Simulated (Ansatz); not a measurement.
The starting structures come from a database of crystals and need not be the phases stable at ambient conditions.

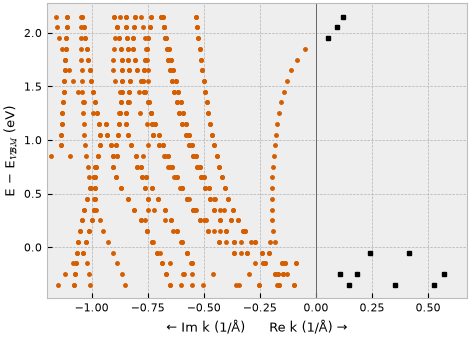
Figure. Complex bands at the centre of the two-dimensional zone; r2SCAN (Ansatz, a program for electronic structure)

No gap correction and no spin-orbit coupling; mid-gap values are interpolated between computed energies.

This is In6TeO12 (R-3, not sure to be the ambient phase, 19 atoms a cell, 12.3 Å³ an atom) along the normal of (110). Read off the slowest decay at the centre of the two-dimensional zone at 0.95 eV, the computed energy nearest the middle of the gap.

κ ≈ 0.18 1/Å, a decay length 1/(2κ) of the density of 2.7 Å.
